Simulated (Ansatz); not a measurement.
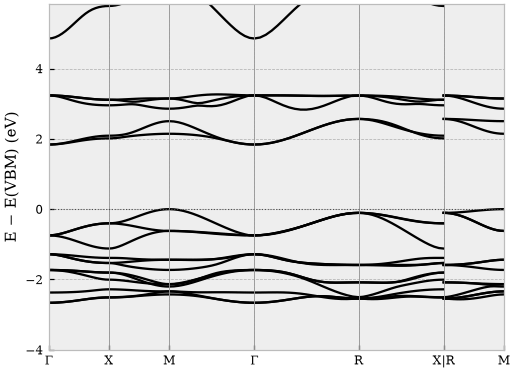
Figure. Band structure from DFT-LDA in the program Ansatz with PAW potentials

### Question
Read off the gap and where the band edges lie.

### Answer
About 1.8 eV (1.84 eV by a search for the band edges); maximum at M, minimum at Γ.

The material is Li3VS4 in space group P-43m (No. 215; Li on 3d, V on 1a, S on 4e).

The first step of the workflow began from a Materials Project structure, measured or hypothetical; the Crystallography Open Database copy checked does not list it. Its standing as an ambient phase is unchecked. Symmetry was held in the LDA relaxation; phonons on a q-mesh show no instability. No spin polarisation was allowed.

Potentials: the later of the program's two PAW sets.
